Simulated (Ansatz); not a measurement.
**UB3LYP/6-31G(d) (spherical functions) run of CH5BN (SMILES B[N]C)**

Aim: the vertical doublet–quartet gap of CH5BN at UB3LYP/6-31G* (spherical functions), from 2 runs. 

Program for the calculation: Ansatz 0.2.0.

61 further runs of the same task are left out: 61 set aside as unsound or not needed.

## 1. The structure to begin with

The species is CH5BN (8 atoms), meant as a doublet with charge 0. As SMILES, `B[N]C`. The shape is that of a PBE0-D4/def2-TZVP optimisation.

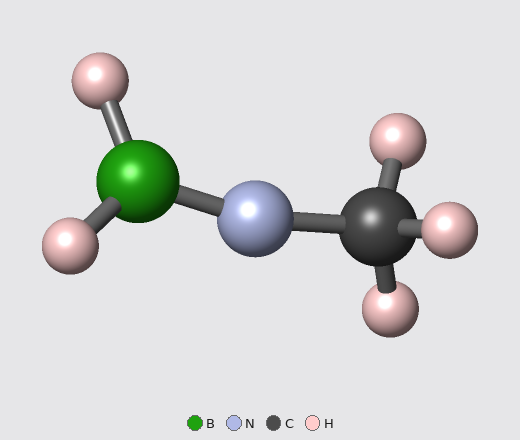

The structure, seen from a chosen angle (boron green, nitrogen light blue, carbon dark grey, hydrogen pink).

## 2. A single-point energy at UB3LYP/6-31G(d) (spherical functions)

Contents of molecule.yaml:

```yaml
crystal:
  periodic: [false, false, false]
  atoms:
    - {symbol: B, position_ang: [-0.373900, 1.096100, -0.965000]}
    - {symbol: "N", position_ang: [0.058500, 0.275600, -0.008700]}
    - {symbol: C, position_ang: [0.339600, -0.835900, 0.776800]}
    - {symbol: H, position_ang: [-1.007800, 0.632300, -1.885400]}
    - {symbol: H, position_ang: [-0.143000, 2.276400, -0.921600]}
    - {symbol: H, position_ang: [-0.096400, -0.755000, 1.778600]}
    - {symbol: H, position_ang: [1.416200, -1.018200, 0.865300]}
    - {symbol: H, position_ang: [-0.101000, -1.728600, 0.304400]}
basis:
  gaussian:
    orbitals: 6-31G_st_-spherical.json
magnetization:
  spin_polarized: true
  initial_magnetization: 1
hamiltonian:
  xc: {name: B3LYP}
accuracy: high
output:
  orbitals: {seedname: orbitals}
```

The basis set 6-31G* is read from a file made from the Basis Set Exchange's data (not shown).

Started as:

```bash
$ ansatz run molecule.yaml --threads 1 --pin off --max-ram 3480MiB --events-out events.jsonl --progress --plain --runs-dir runs
```

The log of the run:

```text
Warning: RAYON_NUM_THREADS=1 ignored (pool sized by the plan → 1); use --threads N
Functional definition: B3LYP
  name "B3LYP"
  parameter a0 = 0.2
  parameter ax = 0.72
  parameter ac = 0.81
  exchange = (1 - a0 - ax)*slater_x + ax*b88_x + a0*exact_x
  correlation = (1 - ac)*vwn_rpa_c + ac*lyp_c
1235 factors; integrals over basis functions are off by at most 2.9e-9 eV
mean field evaluation 1: about -3279.1666 eV, gradient 3.0e1 eV
mean field evaluation 2: about -3272.5840 eV, gradient 4.7e1 eV
mean field evaluation 4: about -3283.5439 eV, gradient 1.8e0 eV
mean field evaluation 8: about -3283.7208 eV, gradient 2.6e-1 eV
mean field evaluation 16: about -3283.7213 eV, gradient 1.3e-4 eV
mean field -3283.72132477 eV, -120.6745328991 hartree, gradient 3.5e-8 eV, S^2 0.757279; 0 other end points of the search recorded, 0 dependent functions left out
reference -3283.72135813 eV, -120.6745341249 hartree; 12, 11 occupied and 40, 41 virtual orbitals, 1235 factors
Total energy: -3283.72135813 eV, -120.6745341249 hartree
```

Wall time 9 s (1 thread of Arm Neoverse N1, shared host); peak memory 0.19 GiB.

## 3. The quartet at the same level

Changes to molecule.yaml since step 2:

```diff
@@ -14,5 +14,6 @@
     orbitals: 6-31G_st_-spherical.json
+total_charge: 0
 magnetization:
   spin_polarized: true
-  initial_magnetization: 1
+  initial_magnetization: 3
 hamiltonian:
```

The basis set 6-31G* is read from a file made from the Basis Set Exchange's data (not shown).

Started as:

```bash
$ ansatz run molecule.yaml --threads 1 --pin off --max-ram 3480MiB --events-out events.jsonl --progress --plain --runs-dir runs
```

The log of the run:

```text
Warning: RAYON_NUM_THREADS=1 ignored (pool sized by the plan → 1); use --threads N
[... 7 set-up lines as earlier in the session ...]
1236 factors; integrals over basis functions are off by at most 2.9e-9 eV
mean field evaluation 1: about -3274.8266 eV, gradient 2.3e1 eV
mean field evaluation 2: about -3275.1385 eV, gradient 2.2e1 eV
mean field evaluation 4: about -3277.9629 eV, gradient 1.3e0 eV
mean field evaluation 8: about -3278.1415 eV, gradient 7.5e-2 eV
mean field evaluation 16: about -3278.1416 eV, gradient 2.0e-5 eV
mean field -3278.14155498 eV, -120.4694801414 hartree, gradient 7.5e-8 eV, S^2 3.759421; 0 other end points of the search recorded, 0 dependent functions left out
reference -3278.14158827 eV, -120.4694813649 hartree; 13, 10 occupied and 39, 42 virtual orbitals, 1236 factors
Total energy: -3278.14158827 eV, -120.4694813649 hartree
```

It took 8.4 s on 1 thread of Arm Neoverse N1, shared host; peak memory 0.19 GiB.

## 4. Outcome

At UB3LYP/6-31G* (spherical functions):

```
                                        quantity          value
                           doublet: total energy  -120.67453 Eh
     doublet: HOMO energy (highest over α and β)       -6.63 eV
      doublet: LUMO energy (lowest over α and β)       -2.74 eV
                                   doublet: ⟨S²⟩          0.757
                           quartet: total energy  -120.46948 Eh
     quartet: HOMO energy (highest over α and β)       -1.68 eV
                                   quartet: ⟨S²⟩          3.759
vertical energy of the quartet above the doublet       5.580 eV
```

What this shows: At this shape the quartet lies 5.58 eV (538 kJ/mol) above the doublet.
